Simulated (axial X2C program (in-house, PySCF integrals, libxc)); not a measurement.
# A two-component session on GaB⁻: properties at the nuclei

Aim: properties at the nuclei of GaB⁻, with spin–orbit coupling in the Hamiltonian from the start.

The runs use an in-house X2C program for linear molecules on PySCF integrals; two-component X2C with atomic mean-field terms, Ga dyall-acv3z, B dyall-av3z.

All values are calculated.

### 1 The job

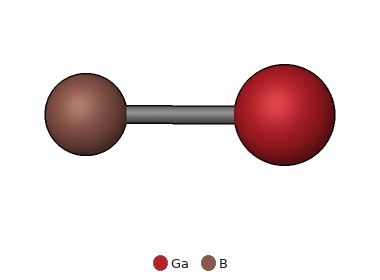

The two atoms at 2.090 Å (gallium red, boron brown).

The input, task.json:

```json
{
 "zs": [
  31,
  5
 ],
 "q": -1,
 "bas": [
  "dyall-acv3z",
  "dyall-av3z"
 ],
 "r0": 2.09,
 "levels": [
  "PBE0",
  "HF",
  "TPSSh",
  "B3LYP",
  "LDA"
 ],
 "nst": 3
}
```

Keys: zs atomic numbers; q charge; bas basis sets; r0 starting distance in Å; levels methods (HF also brings MP2); nst determinants followed.

Started as:

```sh
python soeom.py task.json out
```

Nuclei are Gaussian, cores are contracted, and the Gaunt term is on.

### 2 Expectation values, lowest determinant

R = 2.065 Å. State: Ω = 3/2 (excess of +ω over −ω: ω = 3/2).

Output of the PBE0 run:

```text
two-component X2C + atomic mean field  PBE0
basis functions 182  fitting functions 1018  grid points 5078
iter        total energy     max residual
   1      -1966.209685530     1.69e+00
   2      -1967.769940518     2.43e-02
   3      -1967.749771608     4.66e-02
   4      -1967.787509900     4.09e-03
   5      -1967.787658104     5.75e-03
   6      -1967.788054277     1.28e-03
   7      -1967.788080221     1.88e-04
   8      -1967.788081232     9.78e-05
   9      -1967.788081666     4.46e-05
  10      -1967.788081839     1.38e-05
  11      -1967.788081867     2.72e-06
  12      -1967.788081868     4.16e-07
converged
one-electron -2826.56268112  Coulomb 899.61526975  exact exchange -19.58453013  xc functional -60.33132819  nuclear repulsion 39.72032334  atomic mean-field constant -0.64513551
```

The highest occupied spinor is 43% B p, 30% Ga p, 14% Ga s.

```
level  Eeff magnitude (GV/cm)  Ws magnitude Ga (kHz)  A∥/gI Ga (MHz)  qzz Ga (a.u.)  A∥/gI B (MHz)  qzz B (a.u.)
 PBE0                    0.19                 0.0323            -140          -2.06           5.86         -0.16
   HF                   0.774                    0.2            -142          -2.89           27.7         -0.18
TPSSh                    0.14                 0.0184            -109          -2.02           14.8         -0.16
B3LYP                  0.0846                0.00238           -94.3          -1.97           17.3         -0.17
  LDA                  0.0502                0.00627           -81.7          -1.94           16.4         -0.16
```

Eeff is the effective electric field on the electron dipole moment in this Ω state and Ws the scalar–pseudoscalar constant (defined with the proton number Z and per Ω); A∥ is the parallel hyperfine constant, which follows by multiplying with the nuclear g factor gI = μI/(I μN); qzz is the electric field gradient, eQq0 = 234.96 MHz × Q/barn × qzz. The operators were transformed with the bare-nucleus X2C matrices.

### 3 Expectation values, a higher determinant

R = 2.065 Å. State: Ω = 1/2 (excess of +ω over −ω: 2 × ω = -1/2, ω = 3/2), 0.27 eV above the lowest in the PBE0 search for states (made at or near this distance, with looser thresholds).

Output of the PBE0 run:

```text
two-component X2C + atomic mean field  PBE0
basis functions 182  fitting functions 1018  grid points 5078
iter        total energy     max residual
   1      -1966.196421906     1.68e+00
   2      -1967.759735026     2.47e-02
   3      -1967.736207611     4.69e-02
   4      -1967.777775202     3.35e-03
   5      -1967.777847742     5.24e-03
   6      -1967.778189512     9.90e-04
   7      -1967.778205982     8.50e-05
   8      -1967.778206273     6.20e-05
   9      -1967.778206383     2.23e-05
  10      -1967.778206407     6.15e-06
  11      -1967.778206410     1.14e-06
  12      -1967.778206410     1.62e-07
converged
one-electron -2826.43368749  Coulomb 899.48385788  exact exchange -19.58070856  xc functional -60.32285607  nuclear repulsion 39.72032334  atomic mean-field constant -0.64513551
```

The highest occupied spinor is 44% B p, 29% Ga p, 13% Ga s.

```
level  Eeff magnitude (GV/cm)  Ws magnitude Ga (kHz)  A∥/gI Ga (MHz)  qzz Ga (a.u.)  A∥/gI B (MHz)  qzz B (a.u.)
 PBE0                   0.039                 0.0201           -77.1          -1.89          -73.1         -0.18
   HF                   0.224                  0.204             140          -2.15          -91.4         -0.24
TPSSh                  0.0782                 0.0544           -56.2          -1.85          -75.9         -0.17
B3LYP                  0.0457                 0.0278           -92.5          -1.85          -68.1         -0.18
  LDA                   0.162                  0.124            -282          -1.75          -75.4         -0.16
```

### 4 Expectation values, a higher determinant

R = 2.065 Å. State: Ω = 1/2 (excess of +ω over −ω: ω = 1/2), 0.67 eV above the lowest in the PBE0 search for states (made at or near this distance, with looser thresholds).

Output of the PBE0 run:

```text
two-component X2C + atomic mean field  PBE0
basis functions 182  fitting functions 1018  grid points 5078
iter        total energy     max residual
   1      -1966.175023921     1.69e+00
   2      -1967.743622161     2.51e-02
   3      -1967.713971871     5.00e-02
   4      -1967.762709971     4.69e-03
   5      -1967.762625437     7.81e-03
   6      -1967.763302026     8.06e-04
   7      -1967.763318145     1.49e-04
   8      -1967.763318711     6.61e-05
   9      -1967.763318864     4.73e-05
  10      -1967.763318922     1.55e-05
  11      -1967.763318934     7.05e-06
  12      -1967.763318937     4.22e-06
  13      -1967.763318938     1.54e-06
converged
one-electron -2826.36557602  Coulomb 899.40505116  exact exchange -19.57338197  xc functional -60.30459994  nuclear repulsion 39.72032334  atomic mean-field constant -0.64513551
```

The highest occupied spinor is 52% B p, 40% Ga p, 3% B d.

```
level  Eeff magnitude (GV/cm)  Ws magnitude Ga (kHz)  A∥/gI Ga (MHz)  qzz Ga (a.u.)  A∥/gI B (MHz)  qzz B (a.u.)
 PBE0                  0.0452                 0.0657            -156          -1.84           38.7         -0.20
   HF                   0.541                  0.439           -9.13          -2.39             40         -0.25
TPSSh                   0.135                  0.142            -136          -1.76           53.8         -0.22
B3LYP                  0.0964                   0.11           -93.9          -1.80           54.5         -0.22
  LDA                   0.156                  0.158            39.7          -1.73           51.2         -0.20
```

### 5 What came out

| quantity | value |
| --- | --- |
| lowest determinant | Ω = 3/2 (excess of +ω over −ω: ω = 3/2) |
| Eeff magnitude (GV/cm), PBE0 | 0.19 |
| Ws magnitude Ga (kHz), PBE0 | 0.0323 |
| A∥/gI Ga (MHz), PBE0 | -140 |
| qzz Ga (a.u.), PBE0 | -2.06 |
| higher determinant | Ω = 1/2 (excess of +ω over −ω: 2 × ω = -1/2, ω = 3/2) |
| Eeff magnitude (GV/cm), PBE0, higher determinant | 0.039 |
| Ws magnitude Ga (kHz), PBE0, higher determinant | 0.0201 |
| A∥/gI Ga (MHz), PBE0, higher determinant | -77.1 |
| qzz Ga (a.u.), PBE0, higher determinant | -1.89 |
| higher determinant | Ω = 1/2 (excess of +ω over −ω: ω = 1/2) |
| Eeff magnitude (GV/cm), PBE0, higher determinant | 0.0452 |
| Ws magnitude Ga (kHz), PBE0, higher determinant | 0.0657 |
| A∥/gI Ga (MHz), PBE0, higher determinant | -156 |
| qzz Ga (a.u.), PBE0, higher determinant | -1.84 |

What this shows: In the first state, the effective field runs from 0.0502 to 0.774 GV/cm over the mean-field levels, so the levels don't agree on it. The expectation values come from single determinants, which for open shells can mix terms of unlike spin or miss the lowest Ω, so a determinant need not be a state. Eeff is the effective electric field on the electron dipole moment in this Ω state and Ws the scalar–pseudoscalar constant (defined with the proton number Z and per Ω); A∥ is the parallel hyperfine constant, which follows by multiplying with the nuclear g factor gI = μI/(I μN); qzz is the electric field gradient, eQq0 = 234.96 MHz × Q/barn × qzz. The operators were transformed with the bare-nucleus X2C matrices.
